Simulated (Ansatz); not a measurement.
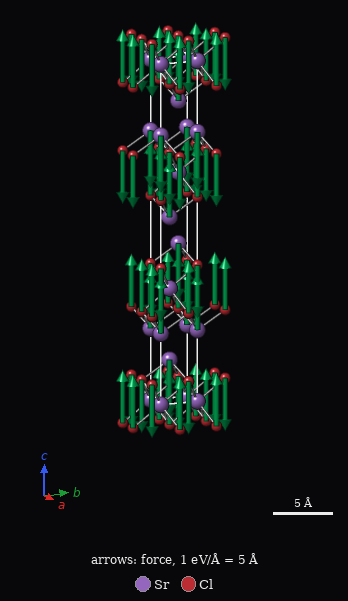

Starting geometry of solid Sr₃Cl₂ (built on the tetradymite_166 type) (coarse preliminary run) with the computed forces as green arrows. Style: ball-and-stick. Shown: the conventional cell (3 times the calculation's cell), slightly off an axis. Lengths and directions refer to the drawn axes.

Case: anti-tetradymite type (R-3m, No. 166).

These are results of DFT PBE, scalar-relativistic, plane waves, PAW (Ansatz), not measurements. Set-up: plane-wave cutoff 420 eV; k-point mesh 6 × 6 × 6; occupations gaussian; smearing width 0.1 eV; no spin polarisation; cell and atoms relaxed; force threshold 0.04 eV/Å; at most 70 steps.

### What follows when this structure is relaxed?

It isn't relaxed: the largest force vector, on Sr atoms, is 0.99 eV/Å. The final displacements follow the starting forces only in part (cosine between the two patterns 0.56). The largest moves relative to the cell, 1.40 Å, are those of Cl atoms. By element the largest moves are Cl 1.40 Å, Sr 0.21 Å. The volume changes by +56.1 %, with a = b 4.228 → 4.389 Å (+3.8 %), c 29.397 → 42.560 Å (+44.8 %). Some distances before and after: Cl–Sr 2.963 → 4.770 Å, Sr–Sr 3.507 → 4.101 Å, Cl–Sr 3.130 → 2.915 Å. Bonds break: Cl–Sr (2.96 → 4.77 Å). Bond angles that change, for instance: Sr–Cl–Sr 85.0° → 97.7°, Cl–Sr–Cl 95.0° → 82.3°, Cl–Sr–Cl 85.0° → 97.7°. The space group stays R-3m (No. 166). After 13 accepted moves (15 points after the start) the energy has fallen by 261 meV per atom. Largest force component: 0.99 eV/Å at the start, 0.0078 eV/Å at the end. The pressure goes from 3.85 to 0.01 GPa. At 2 points the geometry stayed and the basis and grid were re-selected for the new cell (energy shift of 8.6 meV per atom at most each time). Cost: 2.4 min on 1 thread of Arm Neoverse V2, on a shared host, peak memory 0.49 GiB.
